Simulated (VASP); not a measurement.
Band structure of Hf (hcp). Computed with RPBE GGA, VASP's PBE PAW potentials (set 64) (plane waves; VASP 6.6.1).

Unless said otherwise, spin-orbit coupling is left out, though it shifts the bands of the heavy elements here.

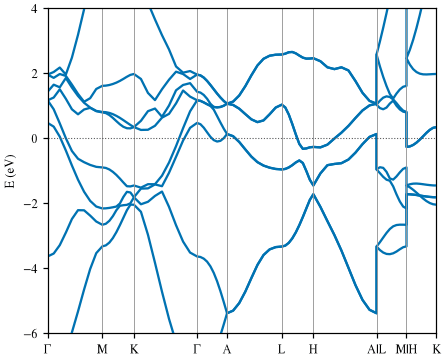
Figure. Bands along high-symmetry lines, zero at the valence-band maximum or, without a gap, the Fermi level

Read the plot: is there a gap, and where are the band edges?

It has no gap at this level: it comes out as a metal or semimetal. (Edges off the drawn lines would not show.)

The compound is Hf in the hcp structure. It was relaxed first.
